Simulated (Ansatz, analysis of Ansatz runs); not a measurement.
# Migration in CsLiBr2 (P4/nmm): Li_i hop between interstitial places, charge +1, part 2 of 2

Aim: the barrier of one jump in CsLiBr2 (P4/nmm) at charge +1: Li_i hop between interstitial places. The model is a cell of 64 host atoms with 1 Li put in; Li is the atom that moves.

Ansatz 0.2.0; plane-wave PAW DFT, PBEsol; nudged elastic band between two relaxed defect structures at fixed charge in a uniform background.

So far: The structure; Relaxation of the start point, charge +1; Relaxation of the end point, charge +1.

## 4. Nudged elastic band, charge +1

5 movable images are laid between the ends on a pair-potential path, which keeps atoms from colliding in the first guess. Each image feels the true force across the path and a spring force along it. The highest image is set to climb to the top of the path.

This step: plane-wave PAW DFT, PBEsol; nudged elastic band between two relaxed defect structures at fixed charge in a uniform background.

Input file qp1.neb/input.yaml:

```yaml
crystal:
  lattice:
    - [10.21487051, 10.21487051, 0.0]
    - [-10.21487051, 10.21487051, 0.0]
    - [0.0, 0.0, 9.8110832]
  atoms:
    - { symbol: Cs, position: [0.12211825, 0.12227218, 0.29891773] }
    - { symbol: Cs, position: [0.36073858, 0.36097188, 0.27845857] }
    - { symbol: Cs, position: [0.12604751, 0.3759187, 0.6961016] }
    - { symbol: Cs, position: [0.37585334, 0.1260339, 0.6963997] }
    - { symbol: Li, position: [0.12188705, 0.37371257, 0.07883087] }
    - { symbol: Li, position: [0.37349041, 0.12213723, 0.07900466] }
    - { symbol: Li, position: [0.12469187, 0.12477937, 0.91298538] }
    - { symbol: Li, position: [0.37936515, 0.37949694, 0.90602328] }
    - { symbol: Br, position: [0.12617809, 0.12619682, 0.66087231] }
    - { symbol: Br, position: [0.39434668, 0.39462288, 0.64579849] }
    - { symbol: Br, position: [0.12093489, 0.37342797, 0.33221567] }
    - { symbol: Br, position: [0.3734247, 0.12115452, 0.33235621] }
    - { symbol: Br, position: [5.254e-05, 1.931e-05, 0.00032517] }
    - { symbol: Br, position: [0.25147677, 0.25184641, -0.01852635] }
    - { symbol: Br, position: [-0.00012449, 0.24898745, -9.917e-05] }
    - { symbol: Br, position: [0.24896556, 0.00021806, 0.00028908] }
    - { symbol: Cs, position: [0.12579701, 0.62403686, 0.30389711] }
    - { symbol: Cs, position: [0.37583497, 0.8739165, 0.30402001] }
    - { symbol: Cs, position: [0.12223033, 0.87776833, 0.70118919] }
    - { symbol: Cs, position: [0.36071526, 0.63907113, 0.72165276] }
    - { symbol: Li, position: [0.12462289, 0.87532972, 0.08724102] }
    - { symbol: Li, position: [0.37923362, 0.62054541, 0.09417688] }
    - { symbol: Li, position: [0.12188747, 0.62634796, 0.92119409] }
    - { symbol: Li, position: [0.37358246, 0.87806845, 0.92120711] }
    - { symbol: Br, position: [0.12093665, 0.62662233, 0.66782017] }
    - { symbol: Br, position: [0.37334955, 0.87881418, 0.66780092] }
    - { symbol: Br, position: [0.12612212, 0.87375496, 0.33930483] }
    - { symbol: Br, position: [0.39431966, 0.60557948, 0.35430807] }
    - { symbol: Br, position: [-0.00022205, 0.50002024, 1.225e-05] }
    - { symbol: Br, position: [0.25146299, 0.74852356, 0.01842651] }
    - { symbol: Br, position: [-0.000138, 0.75103209, 0.00020166] }
    - { symbol: Br, position: [0.25089043, 0.50014418, 4.16e-05] }
    - { symbol: Cs, position: [0.62391214, 0.12629011, 0.30406421] }
    - { symbol: Cs, position: [0.87371556, 0.37609872, 0.30394772] }
    - { symbol: Cs, position: [0.63887857, 0.36117766, 0.72186003] }
    - { symbol: Cs, position: [0.87774849, 0.12222547, 0.70124502] }
    - { symbol: Li, position: [0.62020437, 0.37955573, 0.09399915] }
    - { symbol: Li, position: [0.87524915, 0.12469445, 0.08716327] }
    - { symbol: Li, position: [0.6263892, 0.12233049, 0.92106568] }
    - { symbol: Li, position: [0.8778085, 0.37359024, 0.92110616] }
    - { symbol: Br, position: [0.62660323, 0.12125053, 0.66785957] }
    - { symbol: Br, position: [0.87879268, 0.37332839, 0.6677887] }
    - { symbol: Br, position: [0.60517485, 0.39470787, 0.35426172] }
    - { symbol: Br, position: [0.87355682, 0.12641089, 0.33922721] }
    - { symbol: Br, position: [0.49993589, 0.00014883, -0.00038412] }
    - { symbol: Br, position: [0.74813331, 0.25171852, 0.01852313] }
    - { symbol: Br, position: [0.49977617, 0.25112569, -3.962e-05] }
    - { symbol: Br, position: [0.75097607, 6.041e-05, 4.301e-05] }
    - { symbol: Cs, position: [0.63881104, 0.63918389, 0.27858158] }
    - { symbol: Cs, position: [0.87755718, 0.87795209, 0.2990235] }
    - { symbol: Cs, position: [0.6239878, 0.87409105, 0.69590518] }
    - { symbol: Cs, position: [0.87376646, 0.62394324, 0.69618283] }
    - { symbol: Li, position: [0.62605214, 0.87812585, 0.07866655] }
    - { symbol: Li, position: [0.8776251, 0.62651173, 0.0787879] }
    - { symbol: Li, position: [0.62018177, 0.62039301, 0.9063676] }
    - { symbol: Li, position: [0.87520603, 0.8753924, 0.91309545] }
    - { symbol: Br, position: [0.60514217, 0.60557552, 0.64594843] }
    - { symbol: Br, position: [0.8737025, 0.87371158, 0.66097982] }
    - { symbol: Br, position: [0.62649773, 0.87905623, 0.33201591] }
    - { symbol: Br, position: [0.87859848, 0.62679596, 0.33216692] }
    - { symbol: Br, position: [0.49972814, 0.49997142, 0.00019692] }
    - { symbol: Br, position: [0.74814195, 0.74838409, -0.01859634] }
    - { symbol: Br, position: [0.49978542, 0.74891602, 0.00027445] }
    - { symbol: Br, position: [0.74867759, 0.50000408, 0.00014004] }
    - { symbol: Li, position: [0.49970495, 0.49998868, 0.49999266] }
total_charge: 1
basis:
  ecutwfc: 420
  xc_grid: 2
hamiltonian:
  xc: pbesol
kpoints:
  mp_grid: { grid: [1, 1, 1], shift: [0.25, 0.25, 0.25] }
scf:
  occupations: { method: fixed }
  max_iter: 150
output:
  forces: true
neb:
  images: 5
  f_tol: 0.04
  climbing: true
  initial_path: idpp
  max_iterations: 45
  order_check: false
  final_atoms:
    - { symbol: Cs, position: [0.12589571, 0.12616531, 0.3034112] }
    - { symbol: Cs, position: [0.36096295, 0.38905876, 0.27849659] }
[... 1 atom line left out ...]
    - { symbol: Cs, position: [0.36092929, 0.11190371, 0.72136571] }
[... 3 atom lines left out ...]
    - { symbol: Li, position: [0.3791179, 0.37113281, 0.90570966] }
[... 1 atom line left out ...]
    - { symbol: Br, position: [0.39414749, 0.35610139, 0.6453092] }
[... 1 atom line left out ...]
    - { symbol: Br, position: [0.39420274, 0.14497849, 0.35437422] }
[... 15 atom lines left out ...]
    - { symbol: Br, position: [0.37390409, 0.62903619, 0.33307305] }
[... 4 atom lines left out ...]
    - { symbol: Cs, position: [0.6384895, 0.11202489, 0.27837671] }
[... 1 atom line left out ...]
    - { symbol: Cs, position: [0.63839224, 0.38917918, 0.72110892] }
[... 1 atom line left out ...]
    - { symbol: Li, position: [0.62010462, 0.37112357, 0.09393621] }
[... 5 atom lines left out ...]
    - { symbol: Br, position: [0.6051709, 0.35621303, 0.35439759] }
[... 13 atom lines left out ...]
    - { symbol: Br, position: [0.62569574, 0.62910938, 0.6665927] }
[... 7 atom lines left out ...]
    - { symbol: Li, position: [0.4997166, 0.25046406, 0.49976685] }
```

Command:

```
ansatz run input.yaml --threads 32 --pin off --max-ram 84787MiB --backend cuda --events-out ev --progress --plain --runs-dir out --max-vram 78GiB
```

Numbers of over 12 decimals in the logs are rounded to 6 here.

Output:

```text
Warning: neb: disabling space-group detection — the band's intermediate images generally break the endpoint symmetry, so the full k-mesh is solved, and no spatial operation symmetrises the density, ex [...]
[...]
Crystal: 65 atoms, lattice volume = 2047.447 Å³
Basis set: ecut = 420 eV, 39949 PW (Γ), exchange–correlation on 200×200×144 points (8 copies of the dense FFT grid, shifted against one another)
Bands: 274, of which v1, the nominal top of the filled ones, is band 209 counted from 1 (208 counted from 0)
[...]
SCF iter   1: F=—  HF=-180503.869235 eV  |F-HF|=—  |Δ(HF+E_count)|=         —  Δρ=1.56e-3  dr2=8.07e-2  ethr=1.77e-3  ⟨swp⟩=8.0  Hψ=1043  notcnv=0  defer=62
[...]
SCF iter   2: F=—  HF=-180503.846355 eV  |F-HF|=—  |Δ(HF+E_count)|=   2.29e-2  Δρ=7.83e-4  dr2=1.72e-2  ethr=1.93e-5  ⟨swp⟩=6.0  Hψ=483  notcnv=0  defer=63
[...]
SCF iter   7: F=-180503.842578 eV  HF=-180503.842578 eV  |F-HF|=5.71e-8  |Δ(HF+E_count)|=   4.57e-7  Δρ=7.13e-7  dr2=2.10e-8  ethr=2.39e-11  ⟨swp⟩=4.0  Hψ=888  notcnv=0
SCF 1 converged in 7 iterations: F = -180503.842578 eV  dr2 = 2.10e-8
[...]
SCF 9 converged in 6 iterations: F = -180503.272942 eV  dr2 = 9.27e-8
[...]
SCF 10 converged in 7 iterations: F = -180503.085193 eV  dr2 = 1.18e-8
[...]
SCF 28 converged in 5 iterations: F = -180503.107942 eV  dr2 = 3.54e-8
[...]
SCF converged after 5 iterations
[...]
```

Wall time 16 s (1 × NVIDIA GB200 with 32 threads of Arm Neoverse V2, shared host); peak memory 2.6 GiB.

In the SCF lines HF is the Harris–Foulkes energy and dr2 the Hartree energy of the density residual, in eV; the loop may stop once dr2 is under the threshold and the program's other checks hold. Hψ counts applications of the Hamiltonian.

Images along the path:

| image | path (Å) | energy (eV) | Li65: x, y, z (Å) |
| --- | --- | --- | --- |
| 0 | 0.000 | 0.0000 | -0.003, 10.212, 4.905 |
| 1 | 0.740 | 0.1710 | 0.304, 9.825, 4.837 |
| 2 | 1.481 | 0.5510 | 0.741, 9.379, 4.821 |
| 3 | 2.223 | 0.7350 | 1.247, 8.914, 4.849 |
| 4 | 2.961 | 0.5520 | 1.709, 8.410, 4.820 |
| 5 | 3.698 | 0.1730 | 2.152, 7.974, 4.835 |
| 6 | 4.435 | 0.0000 | 2.546, 7.663, 4.903 |

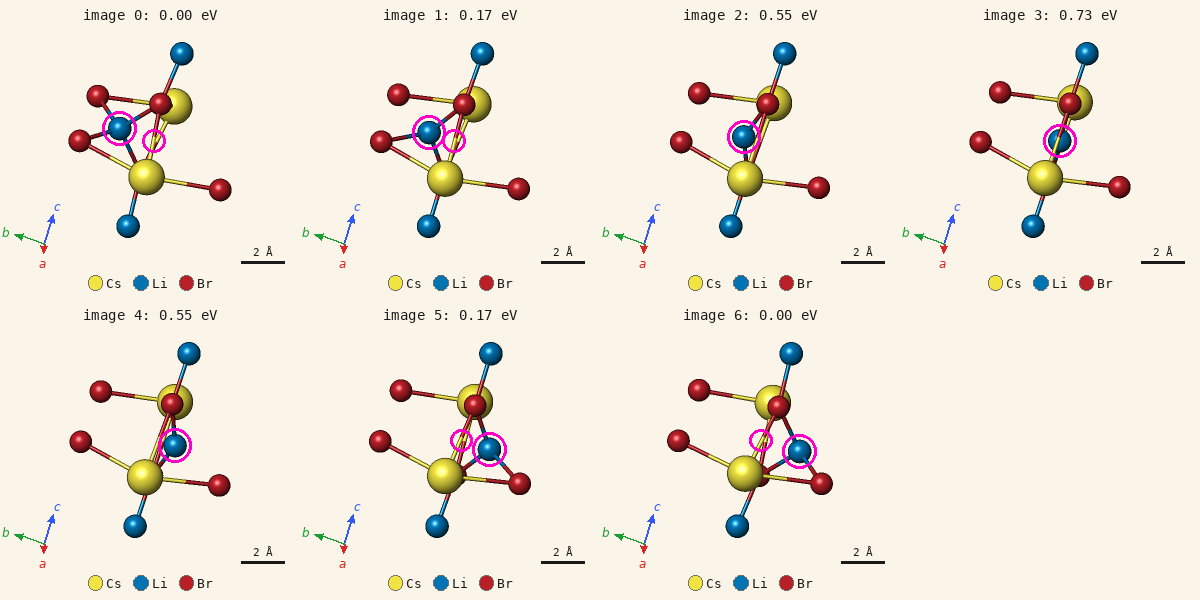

Images along the path; Li65 is ringed. A ring with no atom in it marks the empty centre.

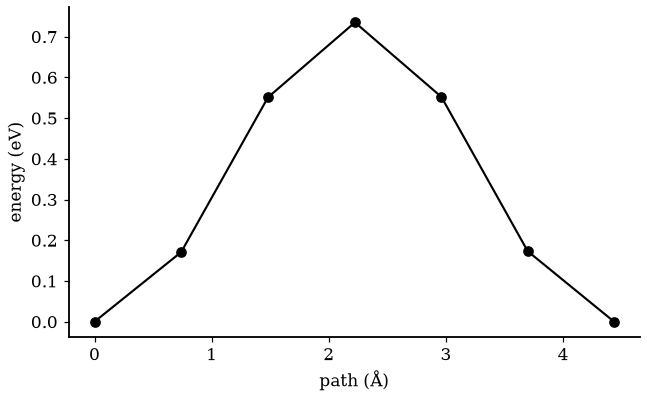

Energy along the path.

Read from the output:

| Item | Value |
| --- | --- |
| free energy | -180503.1079 eV |
| barrier forward | 0.7346 eV |
| barrier backward | 0.7347 eV |
| end less start | -1.07e-4 eV |
| hop length | 3.605 Å |

Track of the atom that was set to move:

| image | x (Å) | y (Å) | z (Å) | nearest neighbour | distance (Å) |
| --- | --- | --- | --- | --- | --- |
| 0 | -0.003 | 10.21 | 4.905 | Br | 2.584 |
| 1 | 0.304 | 9.825 | 4.837 | Br | 2.472 |
| 2 | 0.741 | 9.379 | 4.821 | Br | 2.353 |
| 3 | 1.247 | 8.914 | 4.849 | Br | 2.313 |
| 4 | 1.709 | 8.41 | 4.82 | Br | 2.353 |
| 5 | 2.152 | 7.974 | 4.835 | Br | 2.47 |
| 6 | 2.546 | 7.663 | 4.903 | Br | 2.585 |

The band met its tolerance of 0.04 eV/Å after 6 iterations, with image 3 on top (the start counts as 0). Li65, which moves farthest between the ends, has 4 Br at 2.58 Å nearest at the start and 2 Br at 2.31 Å at the top.

## 5. Single point at the start point, PBEsol, denser k-mesh

Three single points on a mesh of more k-points (start, top, end) test the sampling. The start is shown; top and end are run alike.

This step: plane-wave PAW DFT, PBEsol; single point of a defect supercell on a structure of the PBEsol path.

Input file qp1.start.mesh/input.yaml:

```yaml
crystal:
  lattice:
    - [10.21487051, 10.21487051, 0.0]
    - [-10.21487051, 10.21487051, 0.0]
    - [0.0, 0.0, 9.8110832]
  atoms:
    - { symbol: Cs, position: [0.12211825, 0.12227218, 0.29891773] }
    - { symbol: Cs, position: [0.36073858, 0.36097188, 0.27845857] }
[... 1 atom line left out ...]
    - { symbol: Cs, position: [0.37585334, 0.1260339, 0.6963997] }
[... 3 atom lines left out ...]
    - { symbol: Li, position: [0.37936515, 0.37949694, 0.90602328] }
[... 1 atom line left out ...]
    - { symbol: Br, position: [0.39434668, 0.39462288, 0.64579849] }
[... 1 atom line left out ...]
    - { symbol: Br, position: [0.3734247, 0.12115452, 0.33235621] }
[... 15 atom lines left out ...]
    - { symbol: Br, position: [0.39431966, 0.60557948, 0.35430807] }
[... 4 atom lines left out ...]
    - { symbol: Cs, position: [0.62391214, 0.12629011, 0.30406421] }
[... 1 atom line left out ...]
    - { symbol: Cs, position: [0.63887857, 0.36117766, 0.72186003] }
[... 1 atom line left out ...]
    - { symbol: Li, position: [0.62020437, 0.37955573, 0.09399915] }
[... 5 atom lines left out ...]
    - { symbol: Br, position: [0.60517485, 0.39470787, 0.35426172] }
[... 13 atom lines left out ...]
    - { symbol: Br, position: [0.60514217, 0.60557552, 0.64594843] }
[... 7 atom lines left out ...]
    - { symbol: Li, position: [0.49970495, 0.49998868, 0.49999266] }
total_charge: 1
basis:
  ecutwfc: 420
  xc_grid: 2
hamiltonian:
  xc: pbesol
kpoints:
  mp_grid: { grid: [2, 2, 2], shift: [0.5, 0.5, 0.5] }
scf:
  occupations: { method: fixed }
  max_iter: 150
output:
  forces: true
  eigenvalues: true
checkpoint:
  write: "../qp1.start.mesh.run"
  compress: false
  write_wavefunctions: false
  write_every: 100000
```

Output:

```text
[...]
Crystal: 65 atoms, lattice volume = 2047.447 Å³
Basis set: ecut = 420 eV, 39949 PW (Γ), exchange–correlation on 200×200×144 points (8 copies of the dense FFT grid, shifted against one another)
Bands: 274, of which v1, the nominal top of the filled ones, is band 209 counted from 1 (208 counted from 0)
[...]
SCF iter   1: F=—  HF=-180503.870965 eV  |F-HF|=—  |Δ(HF+E_count)|=         —  Δρ=1.55e-3  dr2=7.87e-2  ethr=1.77e-3  ⟨swp⟩=6.0  Hψ=4160  notcnv=0  defer=252
[...]
SCF iter   2: F=—  HF=-180503.846697 eV  |F-HF|=—  |Δ(HF+E_count)|=   2.43e-2  Δρ=7.91e-4  dr2=1.81e-2  ethr=1.88e-5  ⟨swp⟩=4.8  Hψ=2046  notcnv=0  defer=252
[...]
SCF iter   6: F=—  HF=-180503.842578 eV  |F-HF|=—  |Δ(HF+E_count)|=   4.91e-6  Δρ=2.28e-6  dr2=2.03e-7  ethr=6.15e-10  ⟨swp⟩=2.0  Hψ=1472  notcnv=0  defer=124
SCF iter   7: F=-180503.842578 eV  HF=-180503.842578 eV  |F-HF|=4.76e-8  |Δ(HF+E_count)|=   5.55e-7  Δρ=6.69e-7  dr2=1.85e-8  ethr=2.39e-11  ⟨swp⟩=22.0  Hψ=6747  notcnv=0
SCF 1 converged in 7 iterations: F = -180503.842578 eV  dr2 = 1.85e-8
[...]
SCF converged after 7 iterations
Free energy (F): -180503.842578 eV
[...]
Fermi energy:    2.210059 eV
[...]
```

It took 2.3 s on 1 × NVIDIA GB200 with 32 threads; peak memory 1.4 GiB.

Read from the output:

```
free energy : -180503.8426 eV
```

## 6. Barrier from single points, PBEsol, denser k-mesh

Analysis of the runs above: barrier from PBEsol single points on the PBEsol path.

It gives:

```
barrier forward  : 0.7347 eV
barrier backward : 0.7348 eV
end less start   : -9.61e-5 eV
```

This gives 0.735 eV against the band's 0.735 eV (backward 0.735 against 0.735 eV). This mesh holds only the band's own point and its sign variants, so it tests the average over those and no finer sampling.

## 7. Single point at the start point, LDA

Three single points with LDA show how much the barrier depends on that choice; lattice and path are kept. The start is shown; top and end are run alike.

This step: plane-wave PAW DFT, LDA; single point of a defect supercell on a structure of the PBEsol path.

qp1.start.lda/input.yaml, as its differences from qp1.start.mesh/input.yaml of step 5:

```diff
@@ -35,5 +35,5 @@
 hamiltonian:
-  xc: pbesol
+  xc: lda
 kpoints:
-  mp_grid: { grid: [2, 2, 2], shift: [0.5, 0.5, 0.5] }
+  mp_grid: { grid: [1, 1, 1], shift: [0.25, 0.25, 0.25] }
 scf:
@@ -45,3 +45,3 @@
 checkpoint:
-  write: "../qp1.start.mesh.run"
+  write: "../qp1.start.lda.run"
   compress: false
```

Output:

```text
[...]
Crystal: 65 atoms, lattice volume = 2047.447 Å³
Basis set: ecut = 420 eV, 39949 PW (Γ), exchange–correlation on 200×200×144 points (8 copies of the dense FFT grid, shifted against one another)
Bands: 274, of which v1, the nominal top of the filled ones, is band 209 counted from 1 (208 counted from 0)
[...]
k-points: 1
[...]
SCF iter   6: F=—  HF=-177823.340634 eV  |F-HF|=—  |Δ(HF+E_count)|=   9.58e-4  Δρ=5.72e-6  dr2=1.22e-6  ethr=3.08e-9  ⟨swp⟩=2.0  Hψ=434  notcnv=0  defer=31
SCF iter   7: F=-177823.340635 eV  HF=-177823.340635 eV  |F-HF|=1.09e-8  |Δ(HF+E_count)|=   1.84e-7  Δρ=1.11e-6  dr2=5.67e-8  ethr=2.39e-11  ⟨swp⟩=21.0  Hψ=1787  notcnv=0
SCF 1 converged in 7 iterations: F = -177823.340635 eV  dr2 = 5.67e-8
[...]
SCF converged after 7 iterations
Free energy (F): -177823.340635 eV
[...]
Fermi energy:    2.029681 eV
[...]
--- Forces (eV/Å), atoms counted from 1 ---
[...]
--- Band table (eV) ---
[...]
```

The job ended after 2.3 s (1 × NVIDIA GB200 with 32 threads; peak memory 1.4 GiB; 4 s of CPU time).

This step gave:

| Item | Value |
| --- | --- |
| free energy | -177823.3406 eV |

## 8. Barrier from single points, LDA

Analysis of the runs above: barrier from LDA single points on the PBEsol path.

It gives:

| Property | Result |
| --- | --- |
| barrier forward | 0.6973 eV |
| barrier backward | 0.6965 eV |
| end less start | 8.11e-4 eV |

This gives 0.697 eV against the band's 0.735 eV.

## 9. Single point at the start point, r2SCAN

Three single points with a meta-GGA, at its higher cutoff of 500 eV, show what it does to the barrier on the path found. The start is shown; top and end are run alike.

This step: plane-wave PAW DFT, r2SCAN; single point of a defect supercell on a structure of the PBEsol path.

qp1.start.r2scan/input.yaml, as its differences from qp1.start.lda/input.yaml of step 7:

```diff
@@ -32,6 +32,6 @@
 basis:
-  ecutwfc: 420
+  ecutwfc: 500
   xc_grid: 2
 hamiltonian:
-  xc: lda
+  xc: r2scan
 kpoints:
@@ -45,3 +45,3 @@
 checkpoint:
-  write: "../qp1.start.lda.run"
+  write: "../qp1.start.r2scan.run"
   compress: false
```

Output:

```text
[...]
Crystal: 65 atoms, lattice volume = 2047.447 Å³
Basis set: ecut = 500 eV, 52011 PW (Γ), exchange–correlation on 216×216×144 points (8 copies of the dense FFT grid, shifted against one another)
Bands: 274, of which v1, the nominal top of the filled ones, is band 209 counted from 1 (208 counted from 0)
[...]
k-points: 1
[...]
SCF iter   6: F=—  HF=-183959.948710 eV  |F-HF|=—  |Δ(HF+E_count)|=   4.00e-6  Δρ=2.22e-6  dr2=1.52e-7  dr2_τ=1.02e-8  ethr=7.57e-10  ⟨swp⟩=2.0  Hψ=424  notcnv=0  defer=31
SCF iter   7: F=-183959.948710 eV  HF=-183959.948710 eV  |F-HF|=6.34e-9  |Δ(HF+E_count)|=   1.07e-7  Δρ=5.13e-7  dr2=1.09e-8  dr2_τ=3.46e-10  ethr=2.39e-11  ⟨swp⟩=22.0  Hψ=1644  notcnv=0
SCF 1 converged in 7 iterations: F = -183959.948710 eV  dr2 = 1.09e-8
[...]
SCF converged after 7 iterations
Free energy (F): -183959.948710 eV
[...]
Fermi energy:    1.948639 eV
[...]
--- Forces (eV/Å), atoms counted from 1 ---
[...]
--- Band table (eV) ---
[...]
```

The job ended after 2.1 s (1 × NVIDIA GB200 with 32 threads; peak memory 1.7 GiB).

This step gave:

```yaml
free_energy: -183959.9487 eV
```

## 10. Barrier from single points, r2SCAN

Analysis of the runs above: barrier from r2SCAN single points on the PBEsol path.

It gives:

```
barrier forward  : 0.7622 eV
barrier backward : 0.7634 eV
end less start   : -0.001164 eV
```

This gives 0.762 eV against the band's 0.735 eV.

## 11. Outcome

```
barrier forward                                   : 0.73 eV
barrier backward                                  : 0.73 eV
end less start                                    : 0.00 eV
hop length                                        : 3.60 Å
band iterations, as the log counts them           : 6
barrier from single points, PBEsol, denser k-mesh : 0.73 eV
barrier from single points, LDA                   : 0.70 eV
barrier from single points, r2SCAN                : 0.76 eV
```

The top of the band lies 0.73 eV above the start and 0.73 eV above the end, which are alike in energy and neighbours. With an assumed prefactor of 1e13 per second it gives one hop a second along this one path at about 280 K; whether such hops link up through the crystal wasn't checked. At the top Li65 stands 2.31 Å from its nearest Br, 0.27 Å closer than at the start. Across functionals on this path (PBEsol 0.735, LDA 0.697 and r2SCAN 0.762 eV) the forward values spread by 0.065 eV. The order of the top as a saddle was not checked for all atoms, so a bent path could be lower. No image-charge correction is applied; it largely cancels along a path if the charge stays localised alike. Keep in mind: one k-point off the zone centre stands for the whole zone; spin–orbit coupling, which can matter with heavy atoms, is left out.

[Logs are printed without paths, hosts, clocks, repeated set-up lines and the standing remarks that a program may print on its own settings, such as how far it seeks lower states.]

[Hosts, paths, dates, database ids (printed as entryN), source tags and the programs' standing remarks are cut or masked in the printed files.]
